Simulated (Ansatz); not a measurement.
# What LiMgBr3 (model cell, started as cubic perovskite with Mg in the octahedra) distorts into, part 3 of 3

Wanted: the energy along a soft mode of LiMgBr3 (model cell, started as cubic perovskite with Mg in the octahedra) and the structure at the end.

Ansatz 0.2.0; DFT PBEsol, scalar-relativistic, plane waves, PAW; PAW set soft_1.

So far. Step 5 (Energy along the mode, all amplitudes (two of the runs …): The lowest of the steps tried is the last one, at 0.6 Å, 25.9 meV/atom below the parent; the bottom of the well need not coincide with a step. Step 7 (The new phase in its own primitive cell): The largest force component left is 0.67 meV/Å and the pressure is 0.004 GPa, within the tolerances set. The cell now holds 29.44 Å³/atom. The relaxed cell has a = 7.487, c = 10.506 Å (conventional setting).

The structure was built from a prototype and need not be the compound's stable phase.

## Step 8: Modes of the new phase, k-mesh 4×4×4

A relaxed structure may still be a saddle point, so its zone-centre modes are computed. The response to a homogeneous field gives the Born charges and the dielectric tensor.

The input, input.yaml:

```yaml
crystal:
  lattice:
    - [-3.7434320614, 3.7434320614, 5.252781399]
    - [3.7434320614, -3.7434320614, 5.252781399]
    - [3.7434320614, 3.7434320614, -5.252781399]
  atoms:
    - { symbol: Li, position: [0.6291958869, 0.6291958869, 0.0] }
    - { symbol: Li, position: [0.3708041131, 0.3708041131, 0.0] }
    - { symbol: Mg, position: [0.5, 0.0, 0.5] }
    - { symbol: Mg, position: [0.0, 0.5, 0.5] }
    - { symbol: Br, position: [0.7293119332, 0.2706880668, 0.0] }
    - { symbol: Br, position: [0.2706880668, 0.7293119332, 0.0] }
    - { symbol: Br, position: [0.75, 0.25, 0.5] }
    - { symbol: Br, position: [0.25, 0.75, 0.5] }
    - { symbol: Br, position: [0.2706880668, 0.2706880668, 0.5413761336] }
    - { symbol: Br, position: [0.7293119332, 0.7293119332, 0.4586238664] }
kpoints:
  mp_grid: { grid: [4, 4, 4] }
hamiltonian:
  xc: pbesol
  pseudopotentials: { kind: paw, azcp: { folder: soft_1 }, xc_functional: pbe }
scf:
  occupations: { method: fixed }
output:
  eigenvalues: true
phonons:
  method: dfpt
  dielectric: true
  rigid_motions: translations
```

The run is started by

```
> ansatz run input.yaml --threads 8 --pin off --max-ram 16384MiB --backend cpu --events-out ev --progress --plain --runs-dir out
```

Numbers of over 12 decimals in the logs are rounded to 6 here.

The program printed:

```text
[...]
Crystal: 10 atoms, lattice volume = 294.435 Å³
Basis set: ecut = 420 eV, 5785 PW (Γ), exchange–correlation on 100×100×100 points (8 copies of the dense FFT grid, shifted against one another)
Bands: 44, of which v1, the nominal top of the filled ones, is band 34 counted from 1 (33 counted from 0)
Symmetry: 16 space group operations
k-points: 36 of 64 (irreducible under 1 space group operation, time reversal used)
[...]
SCF iter   1: F=—  HF=-20663.305947 eV  |F-HF|=—  |Δ(HF+E_count)|=         —  Δρ=3.59e-2  dr2=3.48e0  ethr=3.10e-3  ⟨swp⟩=4.9  Hψ=6111  notcnv=0  defer=235
[...]
SCF iter  11: F=-20662.199568 eV  HF=-20662.199568 eV  |F-HF|=4.37e-11  |Δ(HF+E_count)|=  3.06e-10  Δρ=5.51e-8  dr2=2.00e-11  ethr=1.00e-12  ⟨swp⟩=21.6  Hψ=12353  notcnv=0
SCF 1 converged in 11 iterations: F = -20662.199568 eV  dr2 = 2.00e-11
[...]
NSCF: frozen V_eff on 3 k-points
DFPT response loops at Γ: preconditioner auto → none (the input reference at scf.mixing.eps_inf says where Resta's filter doesn't serve); β = 0.50; Broyden in place of MSR1
── the response to a field inside a basis, on 4×4×4 k-points: an SCF that follows is theirs, and a resumed run solves both again ──
Bands: 35, of which v1, the nominal top of the filled ones, is band 34 counted from 1 (33 counted from 0)
k-points: 11 of 64
[...]
Eigensolver: Dense (11 Hₖ)
SCF iter   1: F=—  HF=-20662.083709 eV  |F-HF|=—  |Δ(HF+E_count)|=         —  Δρ=1.79e-4  dr2=5.14e-5  ethr=1.00e-1
[...]
SCF iter   4: F=-20662.083767 eV  HF=-20662.083766 eV  |F-HF|=7.20e-8  |Δ(HF+E_count)|=   4.47e-7  Δρ=2.26e-6  dr2=4.45e-8  ethr=5.74e-10
SCF 1 converged in 4 iterations: F = -20662.083767 eV  dr2 = 4.45e-8
[...]
SCF converged after 11 iterations
Free energy (F): -20662.199568 eV
[...]
Internal energy: -20662.199568 eV  (E = F + TS)
E sigma→0 (E₀):  -20662.199568 eV
Fermi energy:    1.454614 eV
[...]
--- Band table (eV; the first three rows and the last of 36) ---
  k-point 0: bands = [... 30 lower, 1.0178, 1.0199, 1.4515, 1.4515, 4.0965, 5.4084, 6.1430, 7.0643, ... 6 higher]
  k-point 1: bands = [... 30 lower, 0.7847, 1.0336, 1.0592, 1.4534, 5.0479, 5.9750, 6.5481, 7.4547, ... 6 higher]
  k-point 2: bands = [... 30 lower, 0.5660, 0.5701, 1.0434, 1.4546, 6.3527, 7.1496, 7.2679, 7.3792, ... 6 higher]
  k-point 35: bands = [... 30 lower, 0.4276, 0.4825, 0.4825, 1.0117, 6.3125, 6.4112, 7.1077, 7.3841, ... 6 higher]
--- Phonons (Γ-DFPT): 9 representative perturbations + reference, on 36 of 64 k-points (Σ response iterations 30) ---
  k mesh reduced under 1 symmetry operation, with k and −k counted as one. Each operation leaves every solved perturbation unchanged. A smaller set is not considered because the run solves the response to a homogeneous field
  ASR residual: 4.912e-5 → 0.000e0 eV/Å²; symmetrization residual: 3.204e-6 eV/Å²
  ASR residual per site (eV/Å²): 1.51e-5 1.51e-5 8.68e-6 8.68e-6 4.91e-5 4.91e-5 2.31e-5 2.31e-5 4.91e-5 4.91e-5
  Γ frequencies (cm⁻¹): -66.92 -66.92 -34.46 -9.22 -9.22 0.00 0.00 0.00 25.35 25.35 43.01 75.08 80.05 80.05 92.20 92.20 108.20 110.14 110.14 111.09 112.69 153.78 188.65 212.36 212.36 212.72 258.27 276.12 276.12 299.29
  ε∞ (high-frequency dielectric tensor):
        3.108242     0.000000     0.000000
        0.000000     3.108242     0.000000
        0.000000     0.000000     3.044712
  softest optical mode at Γ: -66.92 cm⁻¹; the repairs (sum rule, projections) moved no ω² at Γ by more than (2.09 cm⁻¹)²
  Born effective charges Z* (e; rows j = field, columns β = displacement):
    site 0:
         1.24329   -0.00000    0.00000
         0.00000    1.24329    0.00000
        -0.00000   -0.00000    0.95028
    site 1:
         1.24329   -0.00000    0.00000
         0.00000    1.24329    0.00000
        -0.00000   -0.00000    0.95028
    site 2:
         2.82108   -0.00000    0.00000
        -0.00000    1.89575    0.00000
        -0.00000    0.00000    2.48328
    site 3:
         1.89575   -0.00000    0.00000
        -0.00000    2.82108   -0.00000
        -0.00000   -0.00000    2.48328
    site 4:
        -1.42848   -0.48251   -0.00000
        -0.48251   -1.42848    0.00000
         0.00000    0.00000   -0.62439
    site 5:
        -1.42848   -0.48251   -0.00000
        -0.48251   -1.42848    0.00000
        -0.00000    0.00000   -0.62439
    site 6:
        -0.74474   -0.00000    0.00000
         0.00000   -0.74474    0.00000
         0.00000   -0.00000   -2.18478
    site 7:
        -0.74474   -0.00000   -0.00000
         0.00000   -0.74474   -0.00000
         0.00000    0.00000   -2.18478
    site 8:
        -1.42848    0.48251   -0.00000
         0.48251   -1.42848   -0.00000
        -0.00000   -0.00000   -0.62439
    site 9:
        -1.42848    0.48251   -0.00000
         0.48251   -1.42848   -0.00000
        -0.00000   -0.00000   -0.62439
  Z* charge neutrality: 1.695e-2 e pre-enforcement
  solved inside a basis spanned on kpoints, on 4×4×4 k-points, its susceptibility summed on 6×6×6: ε∞ is read to err by 1.7e-2, Z* by 2.7e-2 e (field_mesh: kpoints solves on kpoints); Z* is corrected for what the basis lacks
  optical modes at Γ without the LO–TO term, one row a degenerate level:
      ω (cm⁻¹)  modes    IR ((D/Å)²/amu)
        -66.92      2             0.0000
        -34.46      1             0.0000
         -9.22      2             0.0000
         25.35      2             3.8896
         43.01      1             0.0000
         75.08      1             0.9157
         80.05      2             0.0000
[...]
optical modes at Γ + LO–TO along q̂ = [1.0000, 0.0000, 0.0000]:
      ω (cm⁻¹)  modes    IR ((D/Å)²/amu)
[...]
optical modes at Γ + LO–TO along q̂ = [0.0000, 1.0000, 0.0000]:
      ω (cm⁻¹)  modes    IR ((D/Å)²/amu)
[...]
optical modes at Γ + LO–TO along q̂ = [0.0000, 0.0000, 1.0000]:
      ω (cm⁻¹)  modes    IR ((D/Å)²/amu)
[...]
92.20      2             0.5416
        108.20      1             0.0000
        110.14      2            17.8474
        111.09      1             0.0000
        112.69      1             0.0000
        174.03      1             0.7519
        188.65      1             0.0000
        212.36      2            25.9766
        258.27      1             0.0000
        276.12      2             0.1222
        295.99      1            20.0542
        299.29      1             0.0000
```

It took 88 s on 8 threads of Arm Neoverse V2, shared host; peak memory 2.4 GiB.

Numbers from this step:

- sum-rule residual before enforcement: 4.91e-5 eV/Å²
- miss of the charge sum rule: 0.01695 e
- estimated error of the dielectric tensor: 0.01659
- estimated error of the Born charges: 0.02674 e
- point group: 4/mmm
- highest optical mode at the zone centre (no LO-TO term): 299.3 cm⁻¹
- lowest optical zone-centre mode: -66.92 cm⁻¹
- mean high-frequency dielectric constant: 3.087
- largest Born charge (third of the trace): 2.400 e
- top of the zone-centre spectrum with the field: 300.9 cm⁻¹

Without the LO-TO term. Patterns of degenerate modes are one choice out of their space. Modes at Γ, with each element's share of the kinetic energy (negative means imaginary):

| mode | frequency (cm⁻¹) | symmetry | Li % | Mg % | Br % |
| --- | --- | --- | --- | --- | --- |
| 1 | -66.9 | Eg | 60 | 0 | 40 |
| 2 | -66.9 | Eg | 60 | 0 | 40 |
| 3 | -34.5 | B2g | 0 | 0 | 100 |
| 4 | -9.2 | Eg | 37 | 0 | 63 |
| 5 | -9.2 | Eg | 37 | 0 | 63 |
| 6 | 0.0 | acoustic | 3 | 9 | 88 |
| 7 | 0.0 | acoustic | 3 | 9 | 88 |
| 8 | 0.0 | acoustic | 3 | 9 | 88 |
| 9 | 25.4 | Eu | 13 | 2 | 85 |
| 10 | 25.4 | Eu | 13 | 2 | 85 |
| 11 | 43.0 | B1u | 0 | 0 | 100 |
| 12 | 75.1 | A2u | 2 | 30 | 68 |
| 13 | 80.0 | Eg | 3 | 0 | 97 |
| 14 | 80.0 | Eg | 3 | 0 | 97 |
| 15 | 92.2 | Eu | 8 | 36 | 56 |
| 16 | 92.2 | Eu | 8 | 36 | 56 |
| 17 | 108.2 | A2g | 0 | 0 | 100 |
| 18 | 110.1 | Eu | 59 | 13 | 28 |
| 19 | 110.1 | Eu | 59 | 13 | 28 |
| 20 | 111.1 | A1g | 0 | 0 | 100 |
| 21 | 112.7 | B1g | 0 | 0 | 100 |
| 22 | 153.8 | A2u | 95 | 0 | 4 |
| 23 | 188.7 | B1g | 0 | 0 | 100 |
| 24 | 212.4 | Eu | 2 | 57 | 42 |
| 25 | 212.4 | Eu | 2 | 57 | 42 |
| 26 | 212.7 | A2u | 0 | 61 | 39 |
| 27 | 258.3 | B2u | 0 | 100 | 0 |
| 28 | 276.1 | Eu | 15 | 84 | 0 |
| 29 | 276.1 | Eu | 15 | 84 | 0 |
| 30 | 299.3 | A1g | 100 | 0 | 0 |

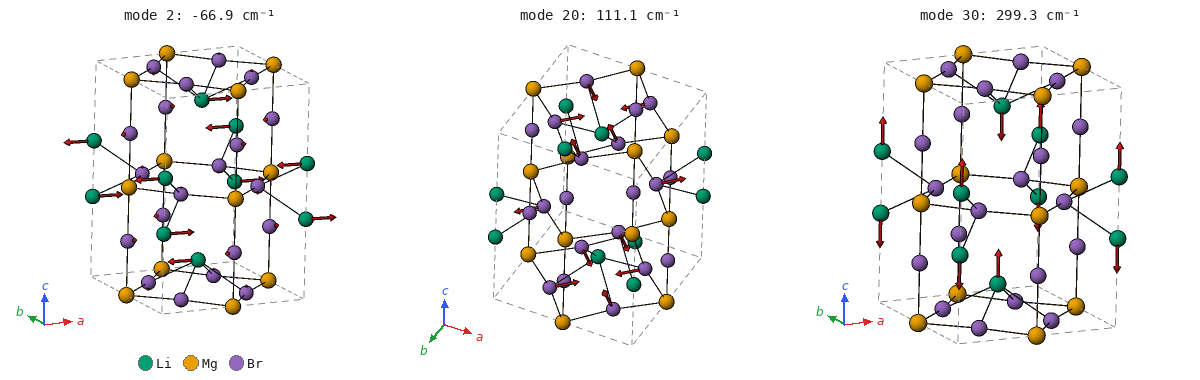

Displacement patterns of modes 2, 20 and 30 at Γ; arrows are exaggerated. Some periodic images of atoms are drawn too.

Optical modes at the zone centre, without and with the macroscopic field of the longitudinal modes; each column is sorted by frequency, so a row need not hold one and the same mode. Modes with and without the field, by row:

| rank among optical modes | no field (cm⁻¹) | q along (1, 0, 0) (cm⁻¹) | q along (0, 0, 1) (cm⁻¹) |
| --- | --- | --- | --- |
| 1 | -66.9 | -66.9 | -66.9 |
| 2 | -66.9 | -66.9 | -66.9 |
| 3 | -34.5 | -34.5 | -34.5 |
| 4 | -9.2 | -9.2 | -9.2 |
| 5 | -9.2 | -9.2 | -9.2 |
| 6 | 25.4 | 25.4 | 25.4 |
| 7 | 25.4 | 42.8 | 25.4 |
| 8 | 43 | 43 | 43 |
| 9 | 75.1 | 75.1 | 80 |
| 10 | 80 | 80 | 80 |
| 11 | 80 | 80 | 80 |
| 12 | 92.2 | 92.2 | 92.2 |
| 13 | 92.2 | 92.7 | 92.2 |
| 14 | 108.2 | 108.2 | 108.2 |
| 15 | 110.1 | 110.1 | 110.1 |
| 16 | 110.1 | 111.1 | 110.1 |
| 17 | 111.1 | 112.7 | 111.1 |
| 18 | 112.7 | 149 | 112.7 |
| 19 | 153.8 | 153.8 | 174 |
| 20 | 188.7 | 188.7 | 188.7 |
| 21 | 212.4 | 212.4 | 212.4 |
| 22 | 212.4 | 212.7 | 212.4 |
| 23 | 212.7 | 258.3 | 258.3 |
| 24 | 258.3 | 275.4 | 276.1 |
| 25 | 276.1 | 276.1 | 276.1 |
| 26 | 276.1 | 299.3 | 296 |
| 27 | 299.3 | 300.9 | 299.3 |

Born charge (rows field, columns displacement) (e), principal values of the symmetric part by kind of site:

| atom | atoms with these values | low | middle | high | mean |
| --- | --- | --- | --- | --- | --- |
| Li1 | 2 | 0.95 | 1.24 | 1.24 | 1.15 |
| Mg3 | 2 | 1.90 | 2.48 | 2.82 | 2.40 |
| Br5 | 4 | -1.91 | -0.95 | -0.62 | -1.16 |
| Br7 | 2 | -2.18 | -0.74 | -0.74 | -1.22 |

In full for Li1:

```
1.24 0.00 0.00
0.00 1.24 0.00
0.00 0.00 0.95
```

High-frequency dielectric tensor:

```
3.11 0.00 0.00
0.00 3.11 0.00
0.00 0.00 3.04
```

Transverse modes; imaginary modes are left out. Infrared lines, with heights relative to the strongest:

```csv
position (cm⁻¹),relative intensity
25,15
43,0.0
75,3.5
80,0.0
92,2.1
108,0.0
110,69
111,0.0
113,0.0
154,30
189,0.0
212,100
213,47
258,0.0
276,0.5
299,0.0
```

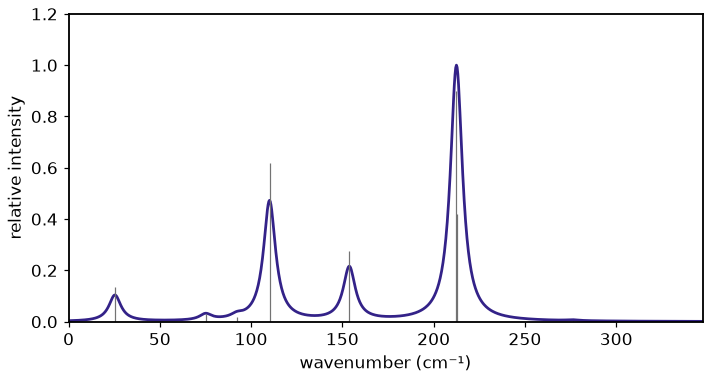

The infrared spectrum, broadened with Lorentzians of width 8 cm⁻¹; bars mark the lines.

Before it was imposed, the acoustic sum rule was missed by 4.9e-5 eV/Å² and the charge sum rule by 0.017 e. Small misses are needed for a sound result but don't prove that mesh and cutoff are converged. The lowest optical mode is imaginary, 66.9i cm⁻¹, so the energy falls along it.

## Step 9: What came out

- unstable mode of the parent: q = (-0.5, -0.5, -0.5), 173i cm⁻¹
- depth at the lowest point sampled: 25.9 meV/atom
- largest atomic shift at that point: 0.6 Å
- space group reached (within 0.01 Å): I4/mmm
- energy gained over the parent (first relaxation, on the mesh of the frozen mode): 79.8 meV/atom
- volume per atom, phase reached: 29.4 Å³
- gap on the k-mesh, phase reached: 2.64 eV
- lowest optical zone-centre mode, phase reached: -66.9 cm⁻¹
- highest optical mode at the zone centre (no LO-TO term), phase reached: 299 cm⁻¹

In words: Along this mode the structure falls into I4/mmm, 79.8 meV/atom below the parent. At the parent's cell the well is 25.90 meV/atom deep on the steps tried, with its lowest point at a shift of 0.6 Å. That is the last step tried, so the steps alone don't bracket the bottom of the well. Relaxing atoms and cell changes the gain by +53.91 meV/atom against the lowest step (energies at zero smearing). Most of the total comes from this relaxation. The new phase still has an imaginary mode at the zone centre of its cell, so it is a saddle point on the way to a lower structure. Of the 6 patterns followed to their end from this parent, this one ends 97.2 meV/atom above the lowest, Imma. Each path keeps the symmetry of its pattern, so a lower phase may lie along a pattern not tried. The PAW files were made for PBE and serve the other functionals too. The starting cell was built on a prototype and not taken from a measurement, so the phase need not exist.

[Logs are printed without paths, hosts, clocks, repeated set-up lines and the standing remarks that a program may print on its own settings, such as how far it seeks lower states.]

[Hosts, paths, dates, database ids (printed as entryN), source tags and the programs' standing remarks are cut or masked in the printed files.]
